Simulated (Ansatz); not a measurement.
# A computed series for Ga2O3: response to strain

Take Ga$_{2}$O$_{3}$ in the corundum structure (space group R-3c, No. 167; a = 5.058 Å, c = 13.623 Å (hexagonal axes)) as the base. Axes: x lies along a and z along c of the hexagonal cell.

Strains are applied to the cell and any free atomic positions relax; under biaxial strain the out-of-plane vector relaxes too.

All numbers come from Kohn–Sham DFT with the PBE functional, run in Ansatz (a program for electronic structure) with PAW and 420 eV plane waves, no SOC.

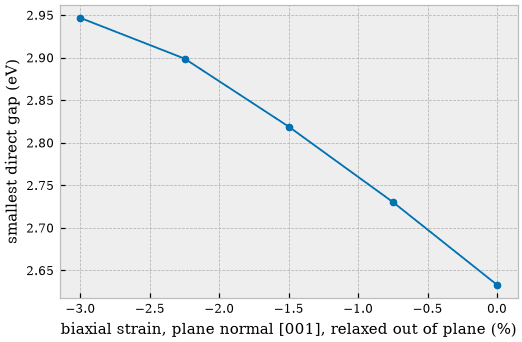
Figure: Smallest direct gap against biaxial strain, plane normal [001], relaxed out of plane

Question: From the plot, what is the smallest direct gap for biaxial strain −0.75 %, plane normal [001], relaxed out of plane?

Answer: About 2.73 eV.

Question: Is the trend monotonic over the range shown?

Answer: Yes, it falls throughout, spanning 2.63 eV to 2.95 eV.

Stability against distortions was not tested.
